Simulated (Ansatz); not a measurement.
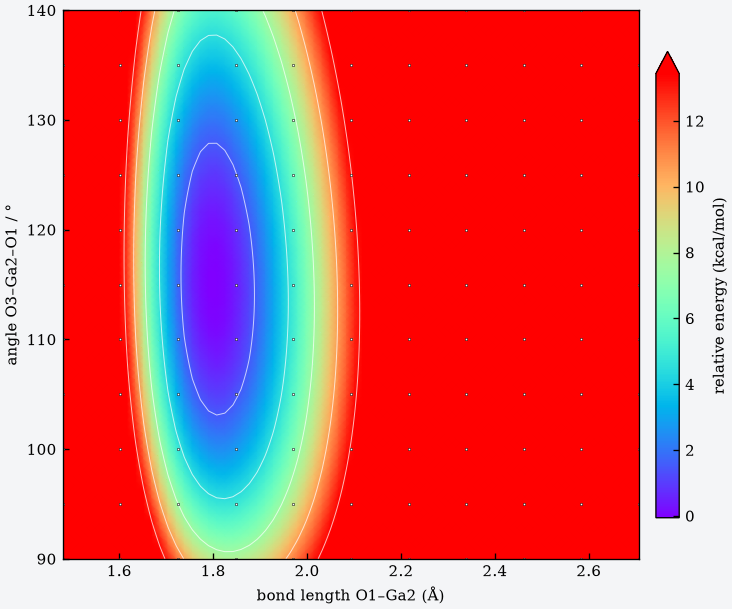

GaH2O2, SMILES [OH][Ga][OH], spin multiplicity 2. First axis: bond length O1–Ga2. Second axis: angle O3–Ga2–O1. Nothing is relaxed (all other coordinates rigid). Grid: 11 × 11 points. Points are written as (first, second). Energies: kcal/mol, counted from the relaxed molecule at the same level. Method: Ansatz, UKS PBE0-D4/def2-TZVP.

Drawn: a smooth colour map with a few white contour lines, dots at the grid points, one colour for all values above the top of the scale. Between grid points the surface is interpolated.

Estimate the position of the minimum and the force constants in these coordinates.

Answer. The interpolated minimum is at bond length O1–Ga2 ≈ 1.805 Å, angle O3–Ga2–O1 ≈ 115.0°. The curvatures there are about 21 eV/Å² and 2.9 eV/rad², with a cross term of about 0.6 eV/(Å·rad). Round the minimum the two coordinates are weakly coupled (coupling 0.07 in units of the two stiffnesses). (1 eV is 23.1 kcal/mol.)
